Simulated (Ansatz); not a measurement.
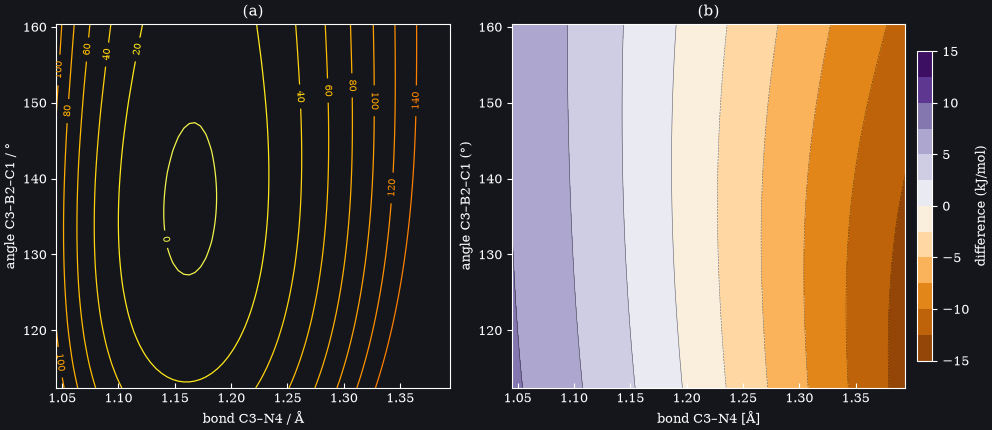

C2H3BN, SMILES C[B]C#N, spin multiplicity 2. Two internal coordinates are moved rigidly from the geometry relaxed at PBE0-D4/def2-TZVP, all others fixed. First axis: bond C3–N4. Second axis: angle C3–B2–C1. The grid has 5 × 5 points. Energies are in kJ/mol, from each map's own lowest point. Method: UKS PBE0-D4/def2-TZVPP (Ansatz 0.2.0).

Panel (a): Ansatz 0.2.0, UKS PBE0-D4/def2-TZVPP. Panel (b): the map at UKS r2SCAN-D4/def2-TZVPP (Ansatz 0.2.0) less the map of (a), each from its own lowest point.

> How does the change of method alter the landscape?

The difference runs from −13 kJ/mol at bond C3–N4 = 1.394 Å, angle C3–B2–C1 = 112.4° to 8 kJ/mol at bond C3–N4 = 1.045 Å, angle C3–B2–C1 = 112.4°. The interpolated minimum moves from 1.1610 to 1.1665 Å in bond C3–N4 and 136.36 to 136.77° in angle C3–B2–C1.
